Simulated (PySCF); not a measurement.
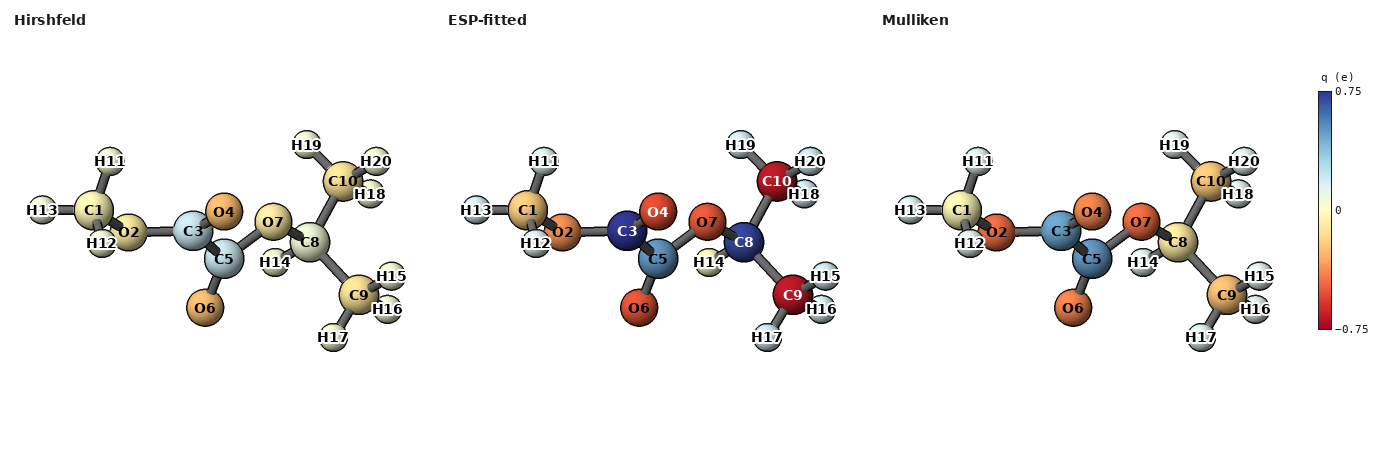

Atomic charges of one calculation by 3 schemes, on one colour scale. The computed structure is the end point of a GFN2-xTB optimisation. No frequency run is at hand to confirm it as a minimum. Level of theory: PBE0/pcSseg-1 (PySCF 2.14.0).

> Which scheme gives the most polar picture (largest mean size of the charges)?

The ESP-fitted charges are the largest in size here, and the Hirshfeld charges the smallest.

> On which atom do the schemes disagree most?

On C8 (from −0.09 to 0.70 e).

List the charges (e), one line for each set of equivalent atoms.

```csv
atom,Hirshfeld,ESP-fitted,Mulliken
C1,−0.03,−0.20,−0.03
O2,−0.09,−0.36,−0.44
C3,0.20,0.74,0.46
O4,−0.25,−0.53,−0.39
C5,0.20,0.50,0.50
O6,−0.25,−0.50,−0.39
O7,−0.08,−0.50,−0.44
C8,0.06,0.70,−0.09
C9,−0.12,−0.67,−0.24
C10,−0.12,−0.67,−0.21
H11,0.05,0.13,0.13
H12,0.05,0.13,0.12
H13,0.06,0.15,0.14
H14,0.04,0.00,0.13
H15,0.04,0.18,0.12
H16,0.05,0.16,0.12
H17,0.04,0.19,0.14
H18,0.05,0.16,0.12
H19,0.04,0.17,0.12
H20,0.05,0.19,0.12
```
